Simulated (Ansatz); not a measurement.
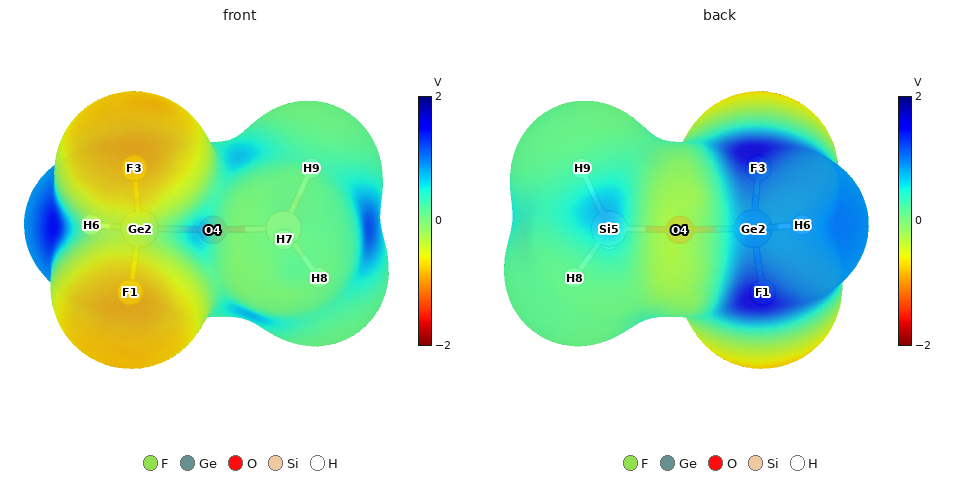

*F$_{2}$GeH$_{4}$OSi (SMILES [F][GeH]([F])[O][SiH3]). The electrostatic potential painted on the density surface at 0.001 e/bohr³, seen from the front and from behind; the colour scale runs from red (negative) to blue (positive).*

Geometry: PBE0-D4/def2-TZVP.

Computed with RKS PBE0-D4/def2-TZVPP in Ansatz.

```xyz
9

F     1.7817   -1.2967   -1.0791
Ge    1.4979   -0.3864    0.3492
F     2.0684    1.1919   -0.0194
O    -0.2096   -0.3002    0.6102
Si   -1.5273    0.3017   -0.1841
H     2.2418   -0.9781    1.5314
H    -1.1725    0.6634   -1.5796
H    -2.5771   -0.7451   -0.1822
H    -2.0148    1.5030    0.5365
```

**Describe the electrostatic potential map.**

The most negative region (about −0.9 V, or −21 kcal/mol for a unit charge) lies over F1 and F3, the most positive (about +1.5 V, or +35 kcal/mol for a unit charge) over Ge2.
